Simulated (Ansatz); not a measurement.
Pressure series in Sn

Consider Sn in the diamond structure (space group Fd-3m, No. 227; a = 6.656 Å).

Cell and atoms are relaxed at each pressure.

Calculations: plane-wave PAW DFT at the PBE level (Ansatz, a first-principles code, 420 eV), spin-orbit coupling left out, earlier PAW set.

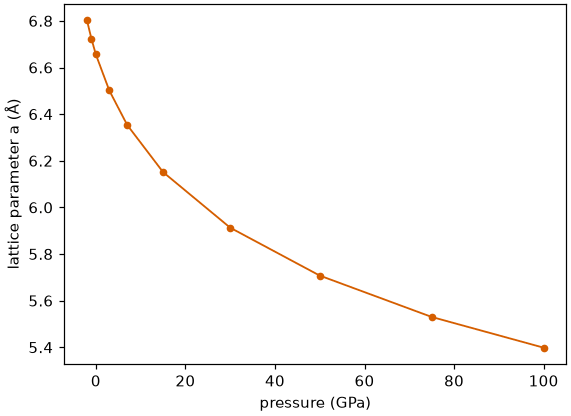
*Lattice parameter a against pressure*

| pressure (GPa) | lattice parameter a |
|---|---|
| -2 | 6.804 Å |
| -1 | 6.724 Å |
| 3 | 6.501 Å |
| 7 | 6.354 Å |
| 15 | 6.152 Å |
| 30 | 5.913 Å |
| 50 | 5.708 Å |
| 75 | 5.530 Å |
| 100 | 5.398 Å |

Load acts through the strain it causes; cell and atoms are relaxed under it. Whether these cells are dynamically stable was not tested. Tetrahedral semiconductors of this kind turn to denser phases somewhere between about 1 and 50 GPa; those were not computed, so compressed cells here can lie past the real transition.
